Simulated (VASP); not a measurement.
# CoSi2 with PBE + U: from relaxation to properties, part 6 of 8

Wanted: the relaxed cell of CoSi2 and its properties. The start is a cell from a database of measured crystal structures.

VASP 6.6.1, plane waves and PAW; the level of theory is named at each step.

Still holding for the runs below: This run allows spin, but its moments start at zero, where symmetry between the spins tends to hold them, although Co can carry a moment. Its electron count is odd, so without a moment it is a metal by construction. A U on the itinerant d states of such a compound is hard to justify; it moves the bands at the Fermi level.

So far. Step 9 (Bands along the symmetry lines (PBE + U)): Of the bands kept, 3 cross the Fermi level on this path. The relaxed cell has a = 5.309 Å (conventional setting).

### Step 10. Total and projected DOS (PBE + U)

Level of this step: PBE, DFT+U (Co d 4 eV), zero-moment start; plane waves and PAW (Co, Si) (VASP).

Here the states are counted by energy and projected on the atoms. The mesh is finer than in the run before.

File INCAR:

```
SYSTEM = CoSi2
PREC = Accurate
ENCUT = 400
EDIFF = 1E-06
NELM = 100
ISMEAR = -5
SIGMA = 0.05
LREAL = .FALSE.
ALGO = Normal
GGA = PE
NBANDS = 23
ISPIN = 2
MAGMOM = 0 -0 -0
LDAU = .TRUE.
LDAUTYPE = 2
LDAUL = 2 -1
LDAUU = 4 0
LDAUJ = 0 0
LDAUPRINT = 1
LASPH = .TRUE.
LMAXMIX = 4
LORBIT = 11
LWAVE = .FALSE.
LCHARG = .FALSE.
KPAR = 8
NEDOS = 2001
```

File POSCAR:

```
CoSi2
1.0
    0.0000000000      2.6544471679      2.6544471679
    2.6544471679      0.0000000000      2.6544471679
    2.6544471679      2.6544471679      0.0000000000
Co Si
1 2
Direct
    0.0000000000      0.0000000000      0.0000000000
    0.2500000000      0.2500000000      0.2500000000
    0.7500000000      0.7500000000      0.7500000000
```

File KPOINTS:

```
Automatic mesh
0
Gamma
9 9 9
0 0 0
```

PAW data sets: Co and Si (PBE family, release 64).

Started as:

```bash
mpirun -np 8 vasp_std
```

The log of the run:

```text
[... set-up lines as in an earlier step ...]
 entering main loop
       N       E                     dE             d eps       ncg     rms          rms(c)
DAV:   1     0.637920824980E+02    0.63792E+02   -0.51604E+03  3260   0.570E+02
DAV:   2    -0.122724706910E+02   -0.76065E+02   -0.66024E+02  3633   0.151E+02
DAV:   3    -0.165393224273E+02   -0.42669E+01   -0.41627E+01  3964   0.380E+01
DAV:   4    -0.165973572582E+02   -0.58035E-01   -0.57940E-01  3733   0.421E+00
DAV:   5    -0.165988419875E+02   -0.14847E-02   -0.14831E-02  4022   0.667E-01    0.131E+01
DAV:   6    -0.179073071338E+02   -0.13085E+01   -0.72003E+00  3773   0.482E+01    0.108E+01
DAV:   7    -0.158998013598E+02    0.20075E+01   -0.34993E+00  3752   0.381E+01    0.427E+00
DAV:   8    -0.158280164611E+02    0.71785E-01   -0.17965E-01  3845   0.321E+00    0.630E-01
DAV:   9    -0.158282969074E+02   -0.28045E-03   -0.95358E-03  4938   0.949E-01    0.375E-01
DAV:  10    -0.158292755568E+02   -0.97865E-03   -0.16878E-03  3787   0.363E-01    0.104E-01
DAV:  11    -0.158292997716E+02   -0.24215E-04   -0.12597E-04  4477   0.116E-01    0.296E-02
DAV:  12    -0.158293083385E+02   -0.85669E-05   -0.93175E-06  3917   0.216E-02    0.159E-02
DAV:  13    -0.158293096715E+02   -0.13330E-05   -0.38424E-06  3844   0.165E-02    0.303E-03
DAV:  14    -0.158293107946E+02   -0.11231E-05   -0.24693E-07  2346   0.426E-03    0.110E-03
DAV:  15    -0.158293117489E+02   -0.95426E-06   -0.76289E-08  1974   0.172E-03
   1 F= -.15829312E+02 E0= -.15829312E+02  d E =0.000000E+00  mag=     0.0000
 -----------------------------------------------------------------------------
|                                                                             |
|           W    W    AA    RRRRR   N    N  II  N    N   GGGG   !!!           |
|           W    W   A  A   R    R  NN   N  II  NN   N  G    G  !!!           |
|           W    W  A    A  R    R  N N  N  II  N N  N  G       !!!           |
|           W WW W  AAAAAA  RRRRR   N  N N  II  N  N N  G  GGG   !            |
|           WW  WW  A    A  R   R   N   NN  II  N   NN  G    G                |
|           W    W  A    A  R    R  N    N  II  N    N   GGGG   !!!           |
|                                                                             |
|     Tetrahedron method does not include variations of the Fermi             |
|     occupations, so forces and stress will be inaccurate. We suggest        |
|     using a different smearing scheme ISMEAR = 1 or 2 for metals in         |
|     relaxations.                                                            |
|                                                                             |
 -----------------------------------------------------------------------------
```

It took 15 s on 8 MPI ranks of Intel Xeon Platinum 8259CL at 2.50GHz (Skylake/Cascade Lake), shared host; peak memory 1.3 GiB.

From OUTCAR (step 10):

```text
   k-points           NKPTS =     35   k-points in BZ     NKDIM =     35   number of bands    NBANDS=     23

   NELECT =      17.0000    total number of electrons

atom =   1  type =  1  l = 2

 onsite density matrix

spin component  1

  0.7496  0.0000  0.0000 -0.0000 -0.0000
  0.0000  0.7496  0.0000 -0.0000 -0.0000
  0.0000  0.0000  0.8400 -0.0000  0.0000
 -0.0000 -0.0000 -0.0000  0.7496 -0.0000
 -0.0000 -0.0000  0.0000 -0.0000  0.8400

spin component  2

 occupancies and eigenvectors

  o =  0.7496  v =  1.0000  0.0000  0.0000  0.0000  0.0000  0.0000  0.0000  0.0000  0.0000  0.0000      0.0000  0.0000  0.0000  0.0000  0.0000  0.0000  0.0000  0.0000  0.0000  0.0000
  o =  0.7496  v =  0.0000  0.0140  0.0000  0.9999  0.0000  0.0000  0.0000  0.0000  0.0000  0.0000      0.0000  0.0000  0.0000  0.0000  0.0000  0.0000  0.0000  0.0000  0.0000  0.0000
  o =  0.7496  v =  0.0000 -0.9999 -0.0000  0.0140 -0.0000  0.0000  0.0000  0.0000  0.0000  0.0000      0.0000  0.0000  0.0000  0.0000  0.0000  0.0000  0.0000  0.0000  0.0000  0.0000
  o =  0.7496  v =  0.0000  0.0000  0.0000  0.0000  0.0000  0.0000 -0.9951  0.0000  0.0992  0.0000      0.0000  0.0000  0.0000  0.0000  0.0000  0.0000  0.0000  0.0000  0.0000  0.0000
  o =  0.7496  v =  0.0000  0.0000  0.0000  0.0000  0.0000  0.0000 -0.0992 -0.0000 -0.9951 -0.0000      0.0000  0.0000  0.0000  0.0000  0.0000  0.0000  0.0000  0.0000  0.0000  0.0000
  o =  0.7496  v =  0.0000  0.0000  0.0000  0.0000  0.0000  1.0000  0.0000  0.0000  0.0000  0.0000      0.0000  0.0000  0.0000  0.0000  0.0000  0.0000  0.0000  0.0000  0.0000  0.0000
  o =  0.8400  v =  0.0000  0.0000 -0.0345  0.0000 -0.9994  0.0000  0.0000  0.0000  0.0000  0.0000      0.0000  0.0000  0.0000  0.0000  0.0000  0.0000  0.0000  0.0000  0.0000  0.0000
  o =  0.8400  v =  0.0000 -0.0000  0.9994 -0.0000 -0.0345  0.0000  0.0000  0.0000  0.0000  0.0000      0.0000  0.0000  0.0000  0.0000  0.0000  0.0000  0.0000  0.0000  0.0000  0.0000
  o =  0.8400  v =  0.0000  0.0000  0.0000  0.0000  0.0000  0.0000  0.0000 -0.3043  0.0000  0.9526      0.0000  0.0000  0.0000  0.0000  0.0000  0.0000  0.0000  0.0000  0.0000  0.0000
  o =  0.8400  v =  0.0000  0.0000  0.0000  0.0000  0.0000  0.0000 -0.0000 -0.9526  0.0000 -0.3043      0.0000  0.0000  0.0000  0.0000  0.0000  0.0000  0.0000  0.0000  0.0000  0.0000

 E-fermi :  10.2541

 spin component 1
 k-point     1 :       0.0000    0.0000    0.0000
  band No.  band energies     occupation
    ...
      2       5.9890      1.00000
      3       5.9890      1.00000
      4       5.9890      1.00000
      5       7.8588      1.00000
      6       7.8588      1.00000
      7      11.3900      0.00000
      8      13.8087      0.00000
      9      13.8087      0.00000
     10      13.8087      0.00000
     11      13.9795      0.00000
    ...

 k-point     2 :       0.1111    0.0000    0.0000
  band No.  band energies     occupation
    ...
      2       5.5756      1.00000
      3       6.0579      1.00000
      4       6.0579      1.00000
      5       7.8125      1.00000
      6       7.8125      1.00000
      7      11.2383     -0.06635
      8      12.2863      0.00000
      9      12.8825      0.00000
     10      12.8825      0.00000
     11      14.8941      0.00000
    ...

  Total       -0.0297195     -0.0297195     -0.0297195     -0.0000000     -0.0000000      0.0000000
  in kB       -1.2729151     -1.2729151     -1.2729151     -0.0000000     -0.0000000      0.0000000
  external PRESSURE =      -1.2729151 kB  Pullay stress =       0.0000000 kB

 POSITION                                       TOTAL-FORCE (eV/Angst)
 -----------------------------------------------------------------------------------
      0.00000      0.00000      0.00000        -0.000000      0.000000     -0.000000
      1.32722      1.32722      1.32722        -0.000000     -0.000000     -0.000000
      3.98167      3.98167      3.98167         0.000000      0.000000      0.000000
 -----------------------------------------------------------------------------------
    total drift:                               -0.000000      0.000000      0.000000

  FREE ENERGIE OF THE ION-ELECTRON SYSTEM (eV)
  ---------------------------------------------------
  free  energy   TOTEN  =       -15.8293117489 eV

  energy  without entropy=      -15.8293117489  energy(sigma->0) =      -15.82931175

 magnetization (x)
# of ion       s       p       d       tot
------------------------------------------
    1       -0.000   0.000  -0.000  -0.000
    2        0.000   0.000   0.000   0.000
    3        0.000   0.000   0.000   0.000
--------------------------------------------------
tot         -0.000   0.000  -0.000  -0.000

[... 6 parts as in an earlier step ...]

[... 12 further parts left out ...]
```

With tetrahedra the forces and stress of a metal are not exact derivatives of the energy.

Numbers from this step:

```
SCF cycles             : 15
irreducible k-points   : 35
free energy (TOTEN)    : -15.83 eV
Fermi energy           : 10.25 eV
pressure               : -0.1273 GPa
DOS at the Fermi level : 0.9967 states/eV/cell
```

The density of states has structure finer than the step of the table below, so its rows give means over 1 eV, whole bins alone (the curve runs from -12.0 to 5.31 eV). Peaks (eV: height): total -3.8: 3.96, -3.0: 3.31, -2.2: 5.96, -2.0: 8.96; Co d -3.8: 1.97, -2.2: 4.53, -2.0: 7.79; Si p -4.2: 0.73, -3.9: 0.678, -3.0: 0.394, 3.9: 0.525; Co p -4.0: 0.110, -0.9: 0.221, 2.7: 0.0888, 4.1: 0.083; Si s -9.8: 0.289, -9.0: 0.291, -7.8: 0.378, 2.6: 0.449.

States under -12.0 eV and over 5.3 eV are left out; both spin channels agree and are summed. The density of states by energy, zero at the Fermi level; means over each step; values in states/eV/cell:

| energy (eV) | total | Co d | Si p | Co p | Si s | Co s |
| --- | --- | --- | --- | --- | --- | --- |
| -11 | 0.431 | 0.00414 | 0.0174 | 0.0163 | 0.145 | 0.0505 |
| -10 | 0.631 | 0.0151 | 0.0326 | 0.0304 | 0.210 | 0.0615 |
| -9 | 0.688 | 0.0242 | 0.0342 | 0.0518 | 0.241 | 0.0340 |
| -8 | 0.820 | 0.0749 | 0.0513 | 0.0623 | 0.277 | 0.0131 |
| -7 | 0.730 | 0.130 | 0.0651 | 0.0336 | 0.204 | 0.0180 |
| -6 | 0.811 | 0.177 | 0.134 | 0.0297 | 0.0998 | 0.0354 |
| -5 | 1.07 | 0.306 | 0.210 | 0.0403 | 0.0425 | 0.0496 |
| -4 | 2.65 | 1.16 | 0.497 | 0.0875 | 0.0281 | 0.0599 |
| -3 | 1.88 | 1.08 | 0.228 | 0.0517 | 0.0196 | 0.0490 |
| -2 | 4.07 | 3.27 | 0.156 | 0.0572 | 0.0110 | 0.0794 |
| -1 | 2.19 | 1.29 | 0.230 | 0.177 | 0.0156 | 0.0267 |
| 0 | 1.09 | 0.419 | 0.175 | 0.139 | 0.0203 | 0.0121 |
| 1 | 0.433 | 0.130 | 0.0679 | 0.0594 | 0.0328 | 0.00570 |
| 2 | 1.16 | 0.478 | 0.105 | 0.0359 | 0.200 | 0.00670 |
| 3 | 1.11 | 0.323 | 0.132 | 0.0351 | 0.159 | 0.0158 |
| 4 | 1.92 | 0.479 | 0.348 | 0.0603 | 0.0883 | 0.0410 |

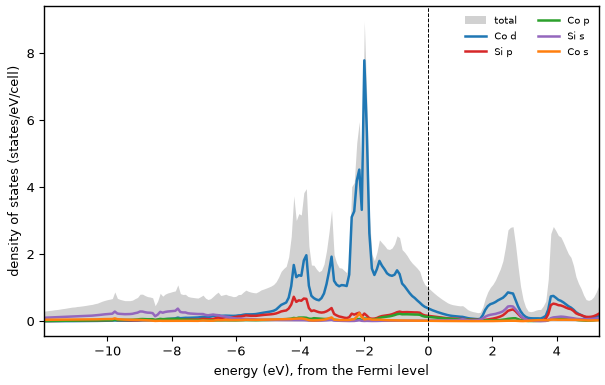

Density of states, plotted against energy.

The finer mesh and the other smearing move the Fermi level by -0.16 eV from the 6×6×6 run, one measure of the sampling error in the zero of the bands above. Of the states within 0.3 eV of the Fermi level, the largest shares in the PAW spheres are Co d 38 %, Si p 16 % and Co p 13 %. The rest lies in smaller channels or between the spheres.

(Continued in part 7 of 8.)

[Lines on the potential files, build, host, timing and source positions are cut from VASP's logs without a mark.]

[Logs are printed without paths, hosts, clocks, repeated set-up lines and the standing remarks that a program may print on its own settings, such as how far it seeks lower states.]

[Hosts, paths, dates, database ids (printed as entryN), source tags and the programs' standing remarks are cut or masked in the printed files.]

[A measured line is paired with the nearest computed mode of its activity, which favours agreement.]
